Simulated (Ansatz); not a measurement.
# TiO2: forces, levels, charges and fields

Aim: for TiO2, a cell strained and shaken away from equilibrium, find the forces and stress that the distortion brings, and the levels of the distorted cell. The atoms and the cell stay fixed.

Computed, not measured: Ansatz 0.2.0, DFT, r2SCAN, collinear spin, plane waves, PAW.

### Step 1. The structure

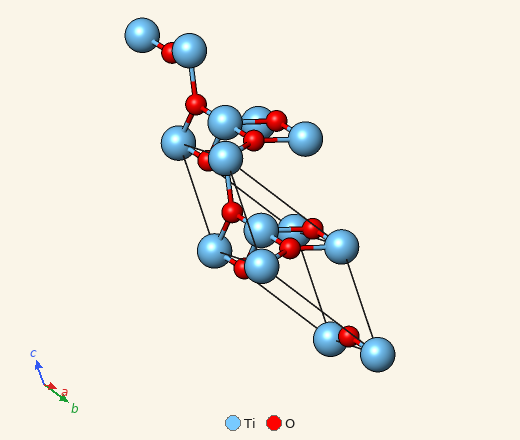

Viewed slightly off an axis; titanium blue, oxygen red. 1×1×2 cells are drawn.

Cell: a = 5.389 Å, b = 5.389 Å, c = 5.397 Å, α = 139.65°, β = 140.01°, γ = 58.35°. Nearest neighbours (Å): Ti1: 6 O at 1.67 to 2.00; Ti2: 6 O at 1.66 to 1.99; O3: 3 Ti at 1.67 to 1.99; O4: 3 Ti at 1.66 to 2.00; O5: 3 Ti at 1.68 to 1.98; O6: 3 Ti at 1.68 to 1.98.

Structure file:

```
Ti O
1.0
    -1.87653    1.83842    4.70536
     1.85464   -1.86068    4.70550
     1.86573    1.84988   -4.71420
Ti O
2 4
Direct
  0.99915 0.99190 0.99208
  0.75216 0.24640 0.49832
  0.18341 0.17851 0.00794
  0.93233 0.42150 0.50106
  0.56756 0.06945 0.49441
  0.81508 0.81727 0.99079
```

The run starts from a saved solution of this cell (checkpoint.read), perhaps found on another mesh. That solution has no atom with a moment over 0.3 μB. Earlier runs from 8 starts met 2 states, and this was the lowest.

### Step 2. The run

File input.yaml:

```yaml
crystal:
  lattice:
    - [-1.87653117, 1.83841722, 4.70535678]
    - [1.85464167, -1.86067732, 4.70550409]
    - [1.86573216, 1.84987831, -4.71420464]
  atoms:
    - { symbol: Ti, position: [0.99915311, 0.99189574, 0.99207537], spin: 1.0 }
    - { symbol: Ti, position: [0.75216118, 0.24639875, 0.49832242], spin: 1.0 }
    - { symbol: O, position: [0.18341263, 0.17850756, 0.00794497] }
    - { symbol: O, position: [0.93232892, 0.42149925, 0.5010553] }
    - { symbol: O, position: [0.56756257, 0.06945186, 0.49441156] }
    - { symbol: O, position: [0.81507526, 0.81726779, 0.99078705] }
kpoints:
  mp_grid: { grid: [5, 5, 7], shift: [0.0, 0.0, 0.5] }
magnetization:
  spin_polarized: true
scf:
  occupations: { method: fermi_dirac }
  lower_state_search: "off"
  max_iter: 200
hamiltonian:
  pseudopotentials: { kind: paw }
  xc: r2scan
basis:
  ecutwfc: 500
  fft_grid_basis: typed
output:
  forces: true
  stress: true
  eigenvalues: true
  populations: true
  elf: true
  write_potential: true
  volumetric_format: npy
  dos:
    e_range: [-12, 8]
    de: 0.05
    projected: { site_lists: { O: [O], Ti: [Ti] } }
checkpoint:
  read: saved_state
```

What it wrote:

```text
Warning: RAYON_NUM_THREADS=1 ignored (pool sized by the plan → 1); use --threads N
Engine: ansatz 0.2.0, x86_64-unknown-linux-gnu
Pseudopotentials: kind: paw
Pseudopotential: Ti, paw, valence charge 12, recommended cutoff 500 eV (meta_gga), Ti.paw.azcp
Pseudopotential: O, paw, valence charge 6, recommended cutoff 500 eV (meta_gga), O.paw.azcp
Functional definition: r2SCAN
  parameter k0 = 0.174
  parameter k1 = 0.065
  parameter a1 = 4.9479
  exchange = r2scan_x(k0 = k0, k1 = k1, a1 = a1)
  correlation = r2scan_c
Crystal: 6 atoms, lattice volume = 64.566 Å³
Basis set: ecut = 500 eV, 1643 PW (Γ), exchange–correlation on 160×160×160 points (64 copies of the dense FFT grid, shifted against one another)
Bands: 31, of which v1, the nominal top of the filled ones, is band 24 counted from 1 (23 counted from 0)
Symmetry: 1 space group operations
Space group: P1 (ITA 1), of the structure as read, at distance tolerance 4.0e-5 Å
Magnetic group: BNS 1.1 (UNI 1), of the structure as read, at distance tolerance 4.0e-5 Å
k-points: 88 of 175 (time reversal used)
Non-local potential: Ti, projectors of the file, l = 0: 3, l = 1: 2, l = 2: 3, l = 3: 1
Non-local potential: O, projectors of the file, l = 0: 2, l = 1: 2, l = 2: 1
PAW form: soft (Blöchl's): semilocal exchange-correlation on the pseudo side does not see the compensation charge
PAW frozen core: Ti, regenerated for the run's functional (the file was generated under x = pbe(κ = 0.804, μ = 0.2195149727645171), c = pbe(β = 0.06672455060314922))
PAW frozen core: O, regenerated for the run's functional (the file was generated under x = pbe(κ = 0.804, μ = 0.2195149727645171), c = pbe(β = 0.06672455060314922))
PAW one-centre angular grid: Ti, 590 points (default); XC on 160 Gauss nodes
PAW one-centre angular grid: O, 302 points (default); XC on 160 Gauss nodes
Initial density: read from a saved state, or passed on in memory by an earlier SCF of this step, an earlier step, the calling program or the single point that the run made first
Starting moments: Σ|m| = 2 μB on 2 of 6 sites; this step starts from the density that it was given
Initial wavefunctions: pseudopotential atomic-orbital guess
Functional: x = r2scan, c = r2scan; τ floored in thin density (d = 2e-4 eV/Å³)
iter 1 solved again at ethr=4.38e-6 eV; its pass at ethr=3.10e-3 eV (dr2=2.10e-3 eV) is discarded
SCF iter   1: F=-7287.297843 eV  HF=-7287.171394 eV  |F-HF|=1.26e-1  |Δ(HF+E_count)|=         —  Δρ=3.78e-3 (↑2.91e-3 ↓3.78e-3)  dr2=2.09e-3  dr2_τ=2.50e-3  dr2_m=3.15e-4  M=0.000 μB ∫|m|=0.008 μB  β_m=0.30  ethr=4.38e-6  ⟨swp⟩=2.0  Hψ=31115  notcnv=0
preconditioner: auto → none  [insulator: Δε(μ)=2.338 eV  Ē_g=11.664 eV  σ=0.100 eV  W_gap=1.00  n_scr=14 (ndim 8)  ℏωp=26.1 eV  f_vac=0.128  D(μ)=0.00/eV (n_scr^D=0)  ε∞_Penn≈6.0]
SCF iter   2: F=-7287.301948 eV  HF=-7287.290573 eV  |F-HF|=1.14e-2  |Δ(HF+E_count)|=   1.19e-1  Δρ=2.71e-3 (↑2.06e-3 ↓2.71e-3)  dr2=9.80e-4  dr2_τ=6.90e-4  dr2_m=1.70e-4  M=-0.000 μB ∫|m|=0.003 μB  β_m=0.30  ethr=4.36e-6  ⟨swp⟩=2.0  Hψ=10914  notcnv=0  κ⁻¹=1.0e0(r=1)
SCF iter   3: F=-7287.302364 eV  HF=-7287.298544 eV  |F-HF|=3.82e-3  |Δ(HF+E_count)|=   7.97e-3  Δρ=1.69e-3 (↑1.23e-3 ↓1.69e-3)  dr2=3.52e-4  dr2_τ=2.65e-4  dr2_m=8.57e-5  M=-0.000 μB ∫|m|=0.002 μB  β_m=0.30  ethr=2.04e-6  ⟨swp⟩=2.0  Hψ=8602  notcnv=0  κ⁻¹=4.0e-1(r=2)
SCF iter   4: F=-7287.302603 eV  HF=-7287.302001 eV  |F-HF|=6.02e-4  |Δ(HF+E_count)|=   3.46e-3  Δρ=5.10e-4 (↑2.51e-4 ↓5.10e-4)  dr2=2.06e-5  dr2_τ=2.15e-5  dr2_m=4.31e-5  M=-0.000 μB ∫|m|=0.002 μB  β_m=0.30  ethr=7.34e-7  ⟨swp⟩=2.0  Hψ=10032  notcnv=0  κ⁻¹=7.3e-2(r=3)
SCF iter   5: F=-7287.302625 eV  HF=-7287.302420 eV  |F-HF|=2.05e-4  |Δ(HF+E_count)|=   4.19e-4  Δρ=2.19e-4 (↑1.79e-4 ↓2.19e-4)  dr2=2.41e-6  dr2_τ=5.31e-6  dr2_m=2.18e-5  M=-0.000 μB ∫|m|=0.001 μB  β_m=0.30  ethr=4.28e-8  ⟨swp⟩=2.0  Hψ=8976  notcnv=0  κ⁻¹=1.8e-3(r=4)
SCF iter   6: F=-7287.302632 eV  HF=-7287.302531 eV  |F-HF|=1.02e-4  |Δ(HF+E_count)|=   1.10e-4  Δρ=1.42e-4 (↑1.34e-4 ↓1.42e-4)  dr2=2.14e-7  dr2_τ=2.56e-6  dr2_m=1.11e-5  M=-0.000 μB ∫|m|=0.001 μB  β_m=0.30  ethr=5.03e-9  ⟨swp⟩=2.0  Hψ=9680  notcnv=0  κ⁻¹=3.9e-4(r=5)
SCF iter   7: F=-7287.302636 eV  HF=-7287.302584 eV  |F-HF|=5.16e-5  |Δ(HF+E_count)|=   5.30e-5  Δρ=9.98e-5 (↑9.67e-5 ↓9.98e-5)  dr2=7.70e-8  dr2_τ=1.28e-6  dr2_m=5.61e-6  M=-0.000 μB ∫|m|=0.001 μB  β_m=0.30  ethr=2.08e-10  ⟨swp⟩=9.8  Hψ=36338  notcnv=0  κ⁻¹=3.2e-5(r=6)
SCF iter   8: F=-7287.302637 eV  HF=-7287.302611 eV  |F-HF|=2.64e-5  |Δ(HF+E_count)|=   2.69e-5  Δρ=6.96e-5 (↑6.94e-5 ↓6.96e-5)  dr2=3.93e-9  dr2_τ=6.40e-7  dr2_m=2.85e-6  M=-0.000 μB ∫|m|=0.000 μB  β_m=0.30  ethr=1.60e-10  ⟨swp⟩=9.2  Hψ=34978  notcnv=0
Mixer restart at iter 8: flushing history
spin-set hold released at iteration 8 (site moments contracting): the magnetisation degrees of freedom join the quasi-Newton model from the next iteration; the mixer history was flushed
SCF iter   9: F=-7287.302638 eV  HF=-7287.302624 eV  |F-HF|=1.35e-5  |Δ(HF+E_count)|=   1.37e-5  Δρ=4.96e-5 (↑4.95e-5 ↓4.96e-5)  dr2=1.30e-9  dr2_τ=3.23e-7  dr2_m=1.45e-6  M=-0.000 μB ∫|m|=0.000 μB  β_m=0.30  ethr=8.18e-12  ⟨swp⟩=9.0  Hψ=33630  notcnv=0  κ⁻¹=1.0e0(r=1)
iter 10 did not close the SCF: its close was put off for a magnetic moment that had not settled (scf_convergence_deferred on its scf_iter line)
SCF iter  10: F=-7287.302639 eV  HF=-7287.302639 eV  |F-HF|=6.58e-9  |Δ(HF+E_count)|=   1.43e-5  Δρ=3.38e-6 (↑3.00e-6 ↓3.38e-6)  dr2=7.60e-10  dr2_τ=3.79e-10  dr2_m=5.85e-9  M=-0.000 μB ∫|m|=0.000 μB  β_m=0.30  ethr=2.71e-12  ⟨swp⟩=9.8  Hψ=36315  notcnv=0  κ⁻¹=1.2e-3(r=2)
iter 11 did not close the SCF: its close was put off for a magnetic moment that had not settled (scf_convergence_deferred on its scf_iter line)
SCF iter  11: F=-7287.302639 eV  HF=-7287.302639 eV  |F-HF|=3.19e-9  |Δ(HF+E_count)|=   4.83e-9  Δρ=2.40e-6 (↑2.40e-6 ↓2.35e-6)  dr2=6.33e-11  dr2_τ=1.61e-10  dr2_m=3.32e-9  M=-0.000 μB ∫|m|=0.000 μB  β_m=0.30  ethr=1.58e-12  ⟨swp⟩=5.0  Hψ=27489  notcnv=0  κ⁻¹=3.1e-4(r=3)
iter 12 did not close the SCF: its close was put off for a magnetic moment that had not settled (scf_convergence_deferred on its scf_iter line)
SCF iter  12: F=-7287.302639 eV  HF=-7287.302639 eV  |F-HF|=1.56e-10  |Δ(HF+E_count)|=   4.07e-9  Δρ=5.86e-7 (↑5.86e-7 ↓5.40e-7)  dr2=4.27e-11  dr2_τ=5.95e-12  dr2_m=1.78e-10  M=-0.000 μB ∫|m|=0.000 μB  β_m=0.30  ethr=1.00e-12  ⟨swp⟩=5.0  Hψ=28387  notcnv=0  κ⁻¹=6.1e-5(r=4)
SCF iter  13: F=-7287.302639 eV  HF=-7287.302639 eV  |F-HF|=1.91e-11  |Δ(HF+E_count)|=  2.26e-10  Δρ=2.81e-7 (↑2.81e-7 ↓2.70e-7)  dr2=1.18e-11  dr2_τ=2.02e-12  dr2_m=4.19e-11  M=-0.000 μB ∫|m|=0.000 μB  ethr=1.00e-12  ⟨swp⟩=4.0  Hψ=24581  notcnv=0
WARN: the starting moments were not kept: the SCF closed with an absolute magnetisation of 8.2e-6 μB, where they sum to 2 μB in size (2 sites). That is at most 0.1 of that sum. Measured as dr2_m measures the in/out step, that magnetisation stands 1.3e-11 eV from none, at or under the dr2_threshold of 1.0e-7 eV: it is no larger than a step whose dr2_m would equal this threshold. The system may hold no moment; this SCF shows only that its start led to no more than that. This SCF took its magnetisation from a saved state (the deck's checkpoint.read, a session's seed or a resume), or from the single point or search that the run made first, and not from the starting moments. Where the run's atoms have moved since that state, how it is taken is a key of its own (checkpoint.density_extrapolation: follow_atoms, where typed, takes the whole of its magnetisation to them with its atoms, but for some exceptions; the density_extrapolation keyword of a session's seed is the same key). To be rid of a resumed run's state, run its deck in a fresh run directory. To be rid of the state of a single point that the run made first, give starting moments in the input or, where a deck that gives them still makes one, type scf.lower_state_search: off. To try another start, run it without that state.
SCF 1 converged in 13 iterations: F = -7287.302639 eV  dr2 = 1.18e-11
this state was not tested for a lower state beside it, because the mixer in use, unlike msr1, does not test its closes by its own steps (another_mixer; see scf.mixing.algorithm and scf.lower_state_search)
SCF converged after 13 iterations
Magnetization: -0.0000 μB (24.0000 up, 24.0000 down)
Absolute magnetization: 0.0000 μB (∫|ρ↑−ρ↓|, with the PAW one-centre terms)
Spin contamination: 0.0000 ħ² per cell (⟨S²⟩ above its minimum at these occupations)
Per-site moments (μB) at R_I (Å): [(8.786383953290612e-7, 0.689161958814175), (8.656527231691082e-7, 0.6842796688742133), (-9.569728247707066e-7, 0.689161958814175), (-8.777552058978291e-7, 0.6842796688742133), (-1.1348311837305287e-6, 0.6942024957641527), (-9.708278189408406e-7, 0.6938146850343507)]
Free energy (F): -7287.302639 eV
Harris-Foulkes:  -7287.302639 eV  (|F-HF|=1.91e-11)
Internal energy: -7287.302636 eV  (E = F + TS)
E sigma→0 (E₀):  -7287.302638 eV
Entropy (-TS):   -0.000002 eV (-0.000 meV/atom)
Fermi energy:    9.861214 eV
--- Per-component energies (eV) ---
  E_band       = -461.814200
  E_kinetic    = 1284.879880
  E_local      = -3845.407947  (includes V_loc(G=0)·N_el)
  E_nonlocal   = 197.196766
  E_hartree    = 1532.103541
  E_xc         = -488.383192
  E_vxc        = -701.738797  (∫ρ·V_xc dr)
  E_paw        = -2754.237537  (= ΣΔE_a)
  E_vpaw       = -507.141382  (= ΣTr[D̂ρ^β])
  E_aug_tail   = 0.004428  (compensation charges beyond the density's cutoff)
  E_vtau       = 46.185915  (kinetic-family band-sum trace: ∫τ·v_τ [+ j·A + Jᵃ·Aᵃ] dr)
  E_ewald      = -3212.823898
  E_core_change = -0.634678  (= ΣΔE_core)
  E_smearing   = -0.000002  (= −TS)
  E_closure    = 0.000000  (closes the sum)
  Σ components = -7287.302639   (vs F -7287.302639, Δ=0.00e0)
--- Forces (eV/Å), atoms counted from 1 ---
  atom   1  Ti    -0.24048125    -0.13529391    -0.60473403
  atom   2  Ti     0.01774277     0.15755103    -0.61873387
  atom   3  O      0.16486691    -0.78916383    11.19401810
  atom   4  O      0.11379178     0.13584726    11.56977975
  atom   5  O     -0.04069596     0.76085422   -10.94430702
  atom   6  O     -0.01522800    -0.12979199   -10.59602001
  max |Σ_I F_I| component: 3.75e-6 eV/Å
--- Stress (GPa, compression-positive) ---
       19.931957       0.100820       0.744851
        0.100820      22.403399       0.731464
        0.744852       0.731460     138.337153
  P = ⅓ Tr σ = 60.2242 GPa (602.242 kbar)
--- Band table (eV; the first three rows and the last of 176) ---
  k-point 0 ↑: bands = ["-50.0607", "-49.9574", "-26.3625", "-25.6100", "-25.2216", "-25.2125", "-25.1038", "-25.0969", "-11.7127", "-9.7949", "-9.5093", "-8.6387", "1.9814", "2.0503", "2.3552", "4.4659", "4.5208", "4.5658", "5.2716", "7.0617", "7.1490", "7.3969", "8.2675", "8.3300", "11.0305", "11.7809", "13.4635", "13.5726", "13.7864", "14.1018", "14.2311"]
  k-point 1 ↑: bands = ["-50.0496", "-49.9644", "-26.3094", "-25.7285", "-25.2444", "-25.1865", "-25.1498", "-25.1116", "-11.3832", "-9.8040", "-9.3678", "-8.6532", "2.0581", "2.2818", "2.5915", "4.2051", "4.4519", "4.7570", "5.8954", "5.9853", "7.0155", "7.0988", "7.3458", "7.7055", "11.7310", "11.8327", "12.8372", "13.2490", "13.5315", "13.6842", "14.8345"]
  k-point 2 ↑: bands = ["-50.0319", "-49.9770", "-26.2081", "-25.8971", "-25.2686", "-25.2091", "-25.1700", "-25.1277", "-10.8547", "-9.9463", "-9.1381", "-8.7242", "2.5475", "2.8350", "2.9587", "4.0774", "4.5468", "4.6811", "4.9061", "5.6900", "5.7939", "6.6844", "6.7510", "7.7418", "11.7057", "12.1952", "12.4274", "13.0501", "13.5629", "13.7766", "14.9925"]
  k-point 87 ↓: bands = ["-50.0380", "-49.9728", "-26.2408", "-25.8414", "-25.2628", "-25.1913", "-25.1699", "-25.1202", "-11.0378", "-9.9274", "-9.1944", "-8.7094", "2.2831", "2.5436", "2.8994", "4.0659", "4.3630", "4.9953", "5.1974", "6.0064", "6.4715", "6.6094", "6.8565", "7.7468", "11.7357", "12.0608", "12.5069", "13.1703", "13.5574", "13.6016", "14.9404"]
--- Löwdin populations: 6 sites ---
  site symbol       q [e]    m [muB]
     0     Ti     10.6226     0.0000
     1     Ti     10.6262     0.0000
     2      O      6.6394    -0.0000
     3      O      6.6392    -0.0000
     4      O      6.6501    -0.0000
     5      O      6.6543    -0.0000
  spilling = 0.003506 (of n_electrons = 48.000000)
```

It took 4.3 min on 1 thread of an x86-64 CPU, shared host; peak memory 0.82 GiB.

### Step 3. How far from equilibrium

Sizes of the largest forces and where they point against the nearest neighbour:

| atom | force (eV/Å) | nearest | distance (Å) | direction |
| --- | --- | --- | --- | --- |
| O4 | 11.571 | Ti2 | 1.66 | away from it |
| O3 | 11.223 | Ti1 | 1.67 | away from it |
| O5 | 10.971 | Ti2 | 1.68 | away from it |
| O6 | 10.597 | Ti1 | 1.68 | away from it |
| Ti1 | 0.665 | O3 | 1.67 | away from it |
| Ti2 | 0.639 | O4 | 1.66 | away from it |

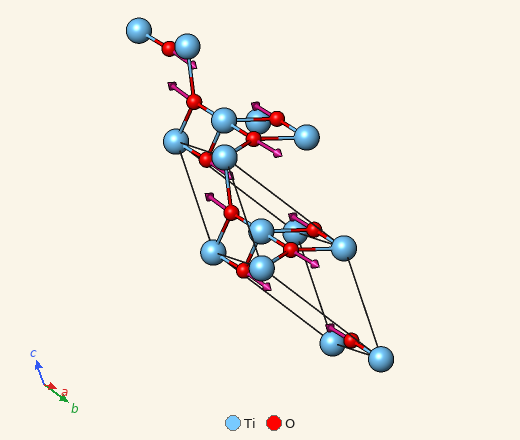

Forces as arrows; the longest is 11.57 eV/Å.

Principal stresses (compression positive): 19.92, 22.40, 138.35 GPa; their mean, the pressure, is 60.22 GPa.

### Step 4. Density of states

Counts of states in windows (eV from the Fermi level; tetrahedra), total and projected:

| from | to | total | O p | Ti d |
| --- | --- | --- | --- | --- |
| -8.0 | -7.0 | 4.00 | 2.78 | 1.01 |
| -7.0 | -6.0 | 2.50 | 1.73 | 0.63 |
| -6.0 | -5.0 | 5.20 | 4.02 | 0.97 |
| -5.0 | -4.0 | 2.72 | 2.14 | 0.49 |
| -4.0 | -3.0 | 4.36 | 3.71 | 0.47 |
| -3.0 | -2.0 | 3.88 | 3.41 | 0.24 |
| -2.0 | -1.0 | 1.34 | 1.23 | 0.06 |
| -1.0 | 0.0 | 0.00 | 0.00 | 0.00 |
| 0.0 | 1.0 | 0.00 | 0.00 | 0.00 |
| 1.0 | 2.0 | 2.37 | 0.09 | 2.25 |
| 2.0 | 3.0 | 3.43 | 0.30 | 2.99 |
| 3.0 | 4.0 | 5.52 | 0.96 | 4.12 |

On the mesh the valence top lies at -1.23 eV and the conduction bottom at 1.10 eV on this scale.

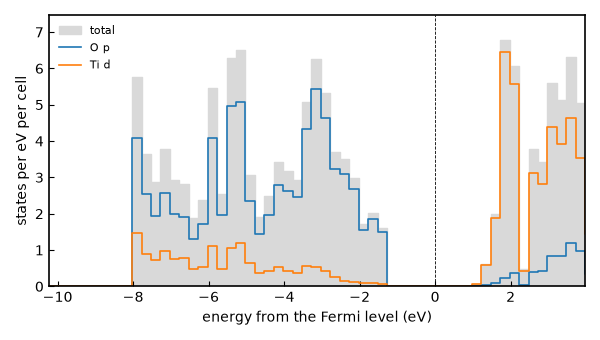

Total and projected density of states, in bins of 0.25 eV.

### Step 5. How the electrons are shared

By element, from the tables in the log (a charge is positive for electrons lost): Löwdin charges also hold the electrons that the projection spills.

| element | atoms | Löwdin charge (e) |
| --- | --- | --- |
| Ti | 2 | +1.37 to +1.38 |
| O | 4 | -0.65 to -0.64 |

Löwdin charges rest on a small set of atomic orbitals that misses 0.4 % of the electrons, so they need not add up to the cell's charge and can differ from Bader's even in sign.

### Step 6. Real-space fields

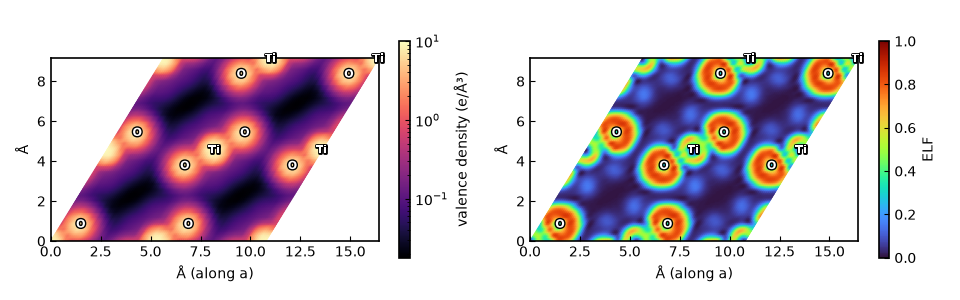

Valence density (left, log scale) and ELF (right) in the plane spanned by a and b at height 0.992 along c (axes of the input's cell); atoms within 0.2 Å are lettered, 2×2 cells. These are the smooth PAW fields, not the true ones near the nuclei.

Scans along the contacts give these minima of the density:

| contact | length (Å) | minimum at (fraction) | density (e/Å³) | ELF |
| --- | --- | --- | --- | --- |
| Ti2–O4 | 1.659 | deep in a PAW sphere | – | – |

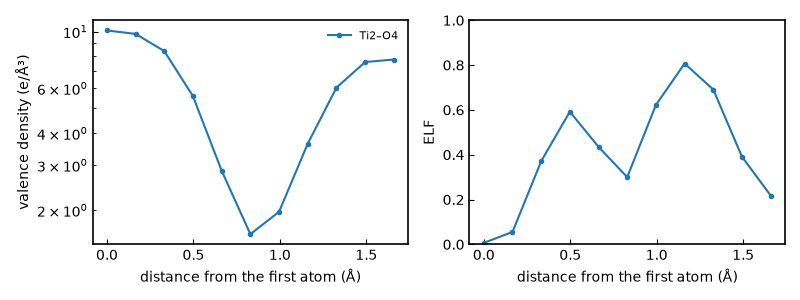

Smooth valence density and ELF along the contacts, at tenths of each length.

### Step 7. Results

```
                                      quantity              value
                                 largest force  11.571 eV/Å on O4
                                      pressure           60.2 GPa
formation energy (elements from separate runs)      -2.44 eV/atom
                                    gap (mesh)  2.33 eV, indirect
                              least direct gap            2.40 eV
                                       moments               none
```

What this shows: There is a gap of 2.33 eV, with the least direct gap at 2.40 eV; within 0.7 eV of the edges the states project mainly on O p (92 %) below and Ti d (95 %) above. Forces reach 11.6 eV/Å, so the geometry is far from rest and the levels are not those of the relaxed cell. Against the elements' reference phases (Ti hcp, O2 molecule; separate runs with the same functional) the formation energy is -2.44 eV per atom, a bound cell by that test. With forces up to 11.57 eV/Å (on O4), a relaxation would move the atoms. The geometry is far from any minimum; its shortest contact is 1.66 Å. The pressure of 60.2 GPa says the cell is too small, and unequal principal stresses would change its shape.

Caveats: atoms or cell far from equilibrium.
